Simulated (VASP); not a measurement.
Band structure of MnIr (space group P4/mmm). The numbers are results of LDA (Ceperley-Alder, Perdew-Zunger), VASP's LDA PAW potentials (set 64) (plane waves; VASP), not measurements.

The moments were started parallel, and other spin orders were not tried in this run. Unless said otherwise, spin-orbit coupling is left out, though it shifts the bands of the heavy elements here.

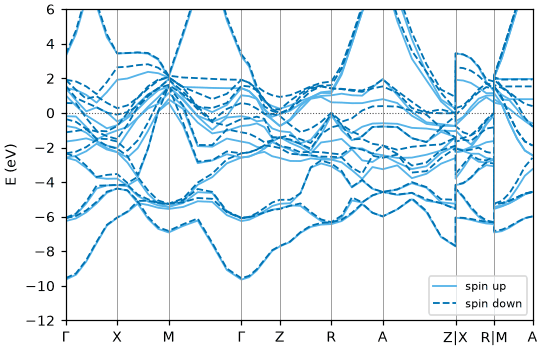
Fig. 1. Bands along high-symmetry lines, zero at the valence-band maximum or, without a gap, the Fermi level

Problem. Read the plot: is there a gap, and where are the band edges?

Solution. It has no gap at this level: it comes out as a metal or semimetal.

The structure comes from a measured MnIr entry (P4/mmm) of the Crystallography Open Database, whose conditions weren't checked. The cell was not relaxed at this level.
